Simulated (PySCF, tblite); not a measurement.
**C4H7FN radical: geometry, infrared bands and EPR parameters**

Aim: predict the infrared bands and EPR parameters of C4H7FN radical (`C=NCC[CH]F`).

The runs use tblite 0.8.0 and PySCF 2.14.0, with density-fitted response routines of our own; the level of theory stands in each step. All values are computed, except where a source is named. Atoms count from 0, in the outputs and in this text.

### Step 1. The molecule as given

13 atoms, charge 0, multiplicity 2; geometry from: force field or distance geometry start.

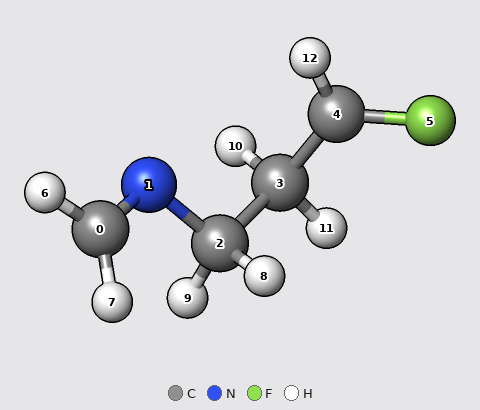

The starting geometry (carbon grey, nitrogen blue, fluorine green, hydrogen white), atoms numbered.

### Step 2. Relaxing the molecule with GFN2-xTB

The job: settings as JSON, then the geometry in Å.

```
{"job": {"kind": "relax", "xc": "GFN2-xTB", "basis": "xTB"}, "charge": 0, "multiplicity": 2}
C      2.258800     0.477800    -0.494400
N      1.137100     0.546700     0.145100
C      0.283300    -0.626800    -0.071000
C     -1.073300    -0.393600     0.607200
C     -1.858400     0.684800    -0.011000
F     -2.988400     0.447300    -0.717900
H      2.984100     1.301000    -0.406600
H      2.533000    -0.354900    -1.149300
H      0.127800    -0.796300    -1.147200
H      0.740200    -1.518700     0.356700
H     -0.922600    -0.161300     1.671800
H     -1.659600    -1.330500     0.574100
H     -1.566400     1.725000    -0.068500
```

The run is started by

```
> OMP_NUM_THREADS=1 python probes_run.py task.json out
```

This one command runs all jobs of the session in turn.

Log:

```text
step      E/eV     max force
  0    -535.06816    3.053
  1    -535.13182    2.655
  2    -535.17628    0.401
  3    -535.18393    0.250
  4    -535.19208    0.333
  5    -535.19710    0.326
  6    -535.20460    0.192
  7    -535.20828    0.165
  8    -535.21196    0.192
  9    -535.21529    0.226
 10    -535.21888    0.198
 11    -535.22195    0.124
 12    -535.22437    0.115
 13    -535.22629    0.131
 14    -535.22780    0.135
 15    -535.22883    0.087
 16    -535.22959    0.079
 17    -535.23037    0.082
 18    -535.23147    0.129
 19    -535.23308    0.163
 20    -535.23511    0.141
 21    -535.23704    0.104
 22    -535.23838    0.082
 23    -535.23926    0.081
 24    -535.23989    0.078
 25    -535.24035    0.050
 26    -535.24078    0.058
 27    -535.24135    0.075
 28    -535.24208    0.076
 29    -535.24290    0.070
 30    -535.24367    0.072
 31    -535.24441    0.075
 32    -535.24535    0.086
 33    -535.24673    0.106
 34    -535.24835    0.115
 35    -535.24993    0.116
 36    -535.25141    0.137
 37    -535.25284    0.128
 38    -535.25477    0.112
 39    -535.25714    0.125
 40    -535.25908    0.195
 41    -535.25818    0.398
 42    -535.26318    0.164
 43    -535.26563    0.118
 44    -535.26979    0.231
 45    -535.27241    0.144
 46    -535.27532    0.153
 47    -535.27776    0.144
 48    -535.27979    0.145
 49    -535.28425    0.173
 50    -535.29010    0.169
 51    -535.29309    0.277
 52    -535.29809    0.199
 53    -535.30060    0.157
 54    -535.30350    0.141
 55    -535.30481    0.110
 56    -535.30674    0.119
 57    -535.30846    0.097
 58    -535.30971    0.071
 59    -535.31031    0.049
 60    -535.31061    0.042
 61    -535.31098    0.059
 62    -535.31152    0.060
 63    -535.31212    0.075
 64    -535.31264    0.058
 65    -535.31301    0.077
 66    -535.31336    0.047
 67    -535.31373    0.076
 68    -535.31408    0.069
 69    -535.31442    0.055
 70    -535.31467    0.055
 71    -535.31528    0.073
 72    -535.31617    0.085
 73    -535.31739    0.096
 74    -535.31842    0.130
 75    -535.31906    0.098
 76    -535.31883    0.270
 77    -535.32003    0.049
 78    -535.32032    0.046
 79    -535.32069    0.050
 80    -535.32086    0.046
 81    -535.32108    0.039
 82    -535.32126    0.040
 83    -535.32146    0.050
 84    -535.32168    0.066
 85    -535.32191    0.074
 86    -535.32209    0.071
 87    -535.32223    0.071
 88    -535.32236    0.042
 89    -535.32257    0.056
 90    -535.32288    0.056
 91    -535.32331    0.046
 92    -535.32362    0.043
 93    -535.32376    0.031
 94    -535.32385    0.033
 95    -535.32392    0.030
 96    -535.32399    0.026
 97    -535.32405    0.017
 98    -535.32407    0.009
```

Run time: 0.33 s. Hardware: 1 thread of Arm Neoverse V2, shared host.

Step by step: (not every step is listed)

```
step  energy from step 0 (eV)  largest force (eV/Å)
   0                   0.0000                3.0529
   1                  -0.0637                2.6545
   2                  -0.1081                0.4009
   3                  -0.1158                0.2503
   4                  -0.1239                0.3327
   5                  -0.1289                0.3257
   6                  -0.1364                0.1915
   7                  -0.1401                0.1654
   8                  -0.1438                0.1918
  16                  -0.1614                0.0794
  24                  -0.1717                0.0782
  32                  -0.1772                0.0860
  40                  -0.1909                0.1950
  48                  -0.2116                0.1446
  56                  -0.2386                0.1190
  64                  -0.2445                0.0575
  72                  -0.2480                0.0847
  80                  -0.2527                0.0461
  88                  -0.2542                0.0421
  93                  -0.2556                0.0307
  94                  -0.2557                0.0328
  95                  -0.2558                0.0295
  96                  -0.2558                0.0262
  97                  -0.2559                0.0174
  98                  -0.2559                0.0089
```

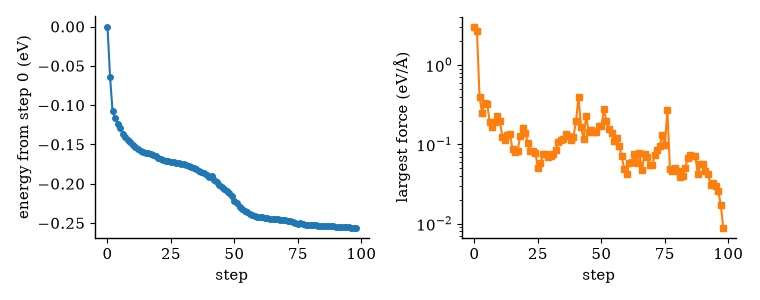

Energy and force, step by step.

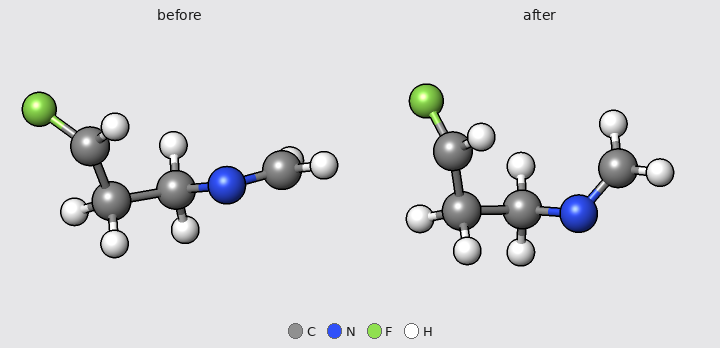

The geometry before (left) and after (right).

Close pairs (by a distance rule), those that changed most:

| bond | before (Å) | after (Å) | change (Å) |
| --- | --- | --- | --- |
| N1–C2 | 1.467 | 1.426 | -0.041 |
| C0–N1 | 1.293 | 1.252 | -0.041 |
| C2–C3 | 1.535 | 1.561 | +0.027 |
| C0–H6 | 1.101 | 1.080 | -0.021 |
| C3–H11 | 1.106 | 1.092 | -0.014 |
| C3–H10 | 1.100 | 1.090 | -0.010 |
| C4–H12 | 1.082 | 1.076 | -0.006 |
| C4–F5 | 1.354 | 1.349 | -0.005 |

The final coordinates are the input of the step that follows.

### Step 3. Vibrational analysis with GFN2-xTB

The job: settings as JSON, then the geometry in Å.

```
{"job": {"kind": "ir", "xc": "GFN2-xTB", "basis": "xTB"}, "charge": 0, "multiplicity": 2}
C      1.931127     0.623872    -0.559948
N      1.335458     0.043739     0.375819
C      0.300571    -0.896981     0.098406
C     -1.050662    -0.369862     0.676575
C     -1.593862     0.757421    -0.086152
F     -2.248727     0.477245    -1.231280
H      2.699462     1.341675    -0.314846
H      1.733195     0.447530    -1.623829
H      0.181621    -1.107775    -0.976874
H      0.548835    -1.820933     0.626992
H     -0.869821    -0.058614     1.705213
H     -1.759941    -1.199427     0.656269
H     -1.211644     1.762596    -0.057318
```

Log:

```text
mode    cm-1     km/mol
  1      45.0      5.01
  2      76.8      7.95
  3     107.4      8.32
  4     241.4     15.03
  5     351.4      5.52
  6     427.4     11.08
  7     451.0      2.81
  8     503.6     21.08
  9     688.8      3.48
 10     861.1     10.69
 11     906.3      5.05
 12     978.8     10.75
 13     995.1     11.85
 14    1004.8     12.30
 15    1070.8     21.87
 16    1120.0     10.60
 17    1156.7     57.28
 18    1210.8     12.35
 19    1215.6     29.55
 20    1265.5     25.75
 21    1285.4     15.28
 22    1322.7     38.78
 23    1419.0      4.73
 24    1430.2      8.21
 25    1453.8      1.53
 26    1740.8     27.99
 27    2843.0     48.04
 28    2868.3    120.72
 29    2956.1     21.37
 30    2979.6     19.30
 31    3005.4     14.38
 32    3080.5     24.53
 33    3115.9     25.36
```

Wall time 0.2 s (1 thread of Arm Neoverse V2, shared host).

The strongest bands and the atoms that carry them (share of the mass-weighted mode):

| cm⁻¹ | km/mol | atoms |
| --- | --- | --- |
| 1157 | 57.3 | H12 58 %, F5 17 %, C4 14 % |
| 1216 | 29.6 | N1 22 %, C2 14 %, H9 13 %, H8 12 % |
| 1266 | 25.8 | H10 41 %, C4 17 %, H12 11 %, H9 11 % |
| 1323 | 38.8 | C4 24 %, H11 18 %, H12 12 %, H9 11 % |
| 1741 | 28.0 | C0 49 %, N1 47 % |
| 2843 | 48.0 | H8 91 % |
| 2868 | 120.7 | H7 92 % |
| 3116 | 25.4 | H12 93 % |

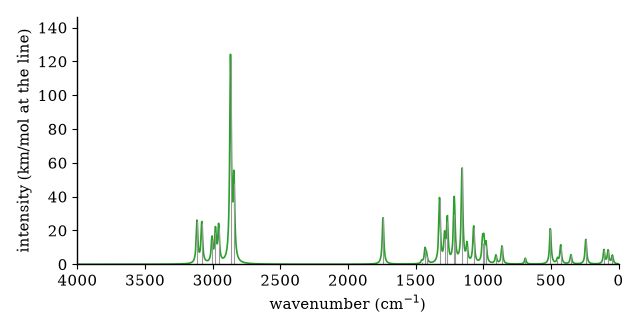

The infrared spectrum from these modes, unscaled. Lines are broadened to a width of 14 cm⁻¹ (Lorentzian).

### Step 4. g tensor and hyperfine couplings: B3LYP/pcH-1

The job, as its differences from that of step 3:

```diff
@@ -1,2 +1,2 @@
-{"job": {"kind": "ir", "xc": "GFN2-xTB", "basis": "xTB"}, "charge": 0, "multiplicity": 2}
+{"job": {"kind": "epr", "basis": "pcH-1"}, "charge": 0, "multiplicity": 2}
 C      1.931127     0.623872    -0.559948
```

Level: UKS B3LYP, pcH-1 on C F H N, non-relativistic, mean-field spin-orbit, GIAO.

Log:

```text
UKS, coarse grid
  cycle   1  E = -311.10576452  |g| = 3.72e-01
  cycle   2  E = -311.04413732  |g| = 5.72e-01
  cycle   3  E = -311.15750253  |g| = 8.38e-02
  cycle   4  E = -311.15974300  |g| = 4.50e-02
  cycle   5  E = -311.16053354  |g| = 1.45e-02
  cycle   6  E = -311.16061592  |g| = 4.62e-03
  cycle   7  E = -311.16062615  |g| = 9.57e-04
  cycle   8  E = -311.16062702  |g| = 4.79e-04
UKS, final grid
  cycle   1  E = -311.16056379  |g| = 5.20e-04
  cycle   2  E = -311.16056372  |g| = 6.52e-04
  cycle   3  E = -311.16056392  |g| = 6.07e-05
  cycle   4  E = -311.16056392  |g| = 3.22e-05
  cycle   5  E = -311.16056392  |g| = 1.76e-05
E = -311.16056392 Eh   <S^2> = 0.7535 (exact 0.7500)
g shifts (ppm)      1          2          3
  rmc          -201       -201       -201
  gc              1         31         26
  oz_so         -67       2214       2781
  total        -267       2044       2607
hyperfine (MHz)  atom isotope    a_iso     a_fc   dipolar eigenvalues
    0   13C       3.27       3.27     -0.92     -0.14      1.06
    1   14N      -0.59      -0.59     -0.34     -0.10      0.44
    2   13C      76.80      76.80     -6.98     -6.61     13.60
    3   13C     -22.18     -22.18     -1.77     -1.48      3.26
    4   13C     158.97     158.97    -84.47    -81.82    166.29
    5   19F     159.10     159.10   -269.87   -231.97    501.84
    6    1H      -0.43      -0.43     -1.18     -0.77      1.95
    7    1H       0.10       0.10     -1.79     -1.02      2.81
    8    1H      -4.84      -4.84     -5.14     -1.61      6.74
    9    1H       4.85       4.85     -4.15     -1.64      5.79
   10    1H      25.85      25.85     -5.94     -4.61     10.55
   11    1H      33.91      33.91     -5.47     -4.64     10.11
   12    1H     -52.28     -52.28    -37.86     -1.95     39.81
```

Run time: 28 s. Hardware: 1 thread of Arm Neoverse V2, shared host; peak memory 0.85 GiB.

Principal g values 2.00205, 2.00436, 2.00493; g(iso) = 2.00378, against 2.00232 for a free electron.

Hyperfine couplings; where a row names several nuclei, a(iso) is their mean (it holds for fast rotation or exchange) and the dipolar term the largest among them:

| nuclei | isotope | a(iso) (MHz) | a(iso) (G, at g = 2.0023) | largest dipolar term (MHz) |
| --- | --- | --- | --- | --- |
| F5 | 19F | 159.1 | 56.8 | 501.8 |
| C4 | 13C | 159.0 | 56.7 | 166.3 |
| C2 | 13C | 76.8 | 27.4 | 13.6 |
| H12 | 1H | -52.3 | -18.7 | 39.8 |
| H10, H11 | 1H | 29.9 | 10.7 | 10.5 |
| C3 | 13C | -22.2 | -7.9 | 3.3 |
| C0 | 13C | 3.3 | 1.2 | 1.1 |
| N1 | 14N | -0.6 | -0.2 | 0.4 |
| H6 | 1H | -0.4 | -0.2 | 1.9 |
| H7 | 1H | 0.1 | 0.0 | 2.8 |
| H8, H9 | 1H | 0.0 | 0.0 | 6.7 |

Mulliken spin populations:

C0 0.01; N1 0.00; C2 0.06; C3 -0.07; C4 0.95; F5 0.07; H6 0.00; H7 0.00; H8 -0.01; H9 0.01; H10 0.01; H11 0.01; H12 -0.04

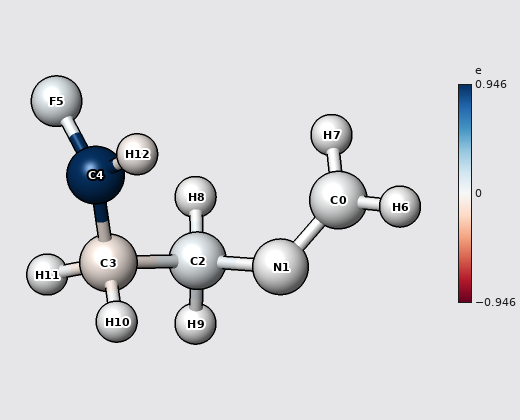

Mulliken spin populations, as colours on the atoms.

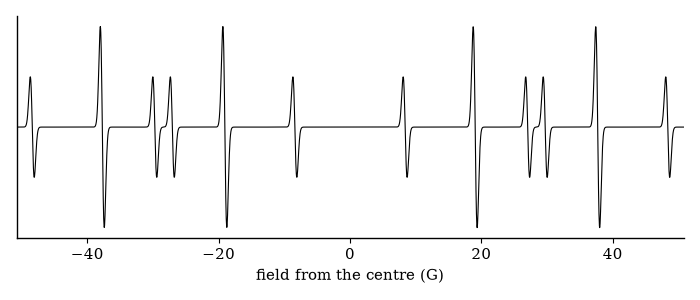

First-order isotropic spectrum (first derivative, main isotopes with spin only, couplings over 0.8 MHz, Gaussian width 0.3 G; couplings of the frozen geometry, rotation of groups not averaged beyond the rows shown).

Orbitals, density, ELF and potential are computed afterwards from the orbital file.

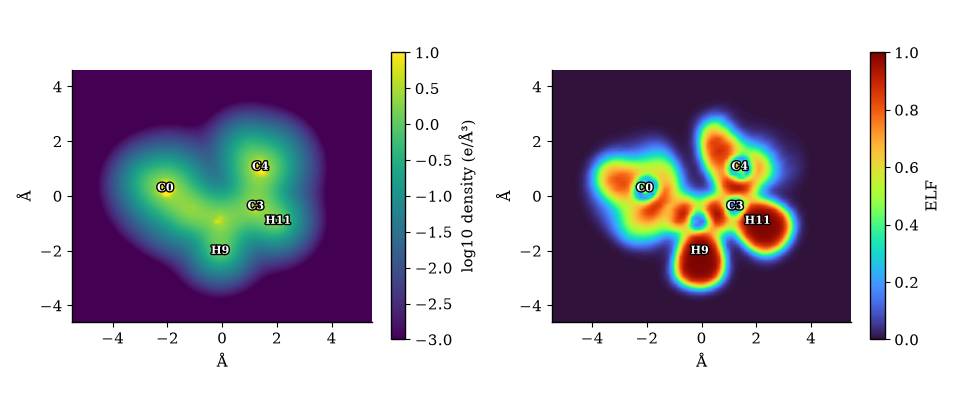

Density (left) and ELF (right) in a plane through or near 5 of the atoms.

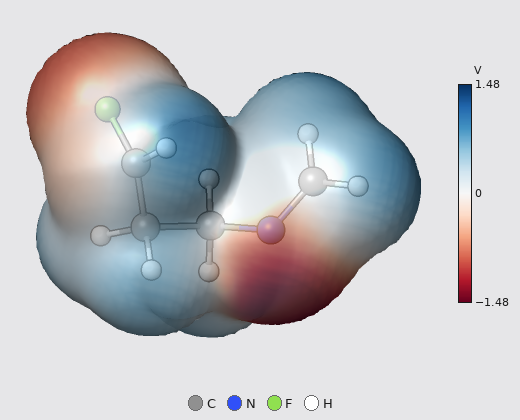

Electrostatic potential on the surface of density 0.002 e/bohr³; red is low, blue high. It runs from -1.48 V near N1 to 0.92 V near H12.

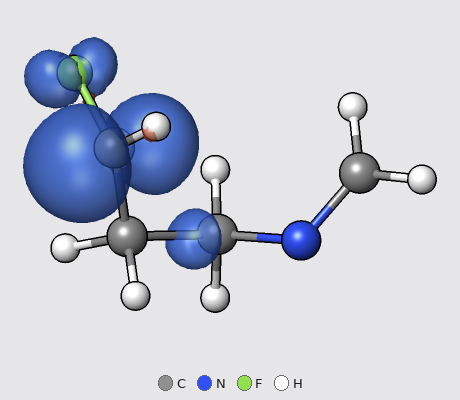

Spin density at ±0.05 e/Å³ (alpha excess blue, beta excess red).

### Step 5. What came out

| quantity | value |
| --- | --- |
| strongest single infrared mode (GFN2-xTB) | 2868 cm⁻¹, 121 km/mol |
| zero-point energy (GFN2-xTB) | 63.2 kcal/mol |
| g(iso) (B3LYP) | 2.00378 |
| ⟨S²⟩ | 0.754 (exact 0.75) |
| largest a(iso) (averaged by class) | 19F on F5, 159.1 MHz |
| potential on the surface of density 0.002 e/bohr³, 1st and 99th percentile | -1.48 V and 0.92 V |

The optimisation took 98 steps and gained 0.256 eV; among the close pairs (by a distance rule), N1–C2 changed most, from 1.467 to 1.426 Å. No mode is imaginary among the 33: a minimum at this level. The strongest single mode, at 2868 cm⁻¹, moves mainly H7. Unscaled tight-binding wavenumbers are off by several per cent, some by more. Its intensities can rank the bands wrongly. C4 carries the largest spin population, 0.95 e. The isotropic g lies 1.5 ppt above the free-electron value. These values are for one conformer; the search (at its own cheap level) found 2 more, at 0.17, 0.53 kcal/mol, and measured spectra average over such forms.
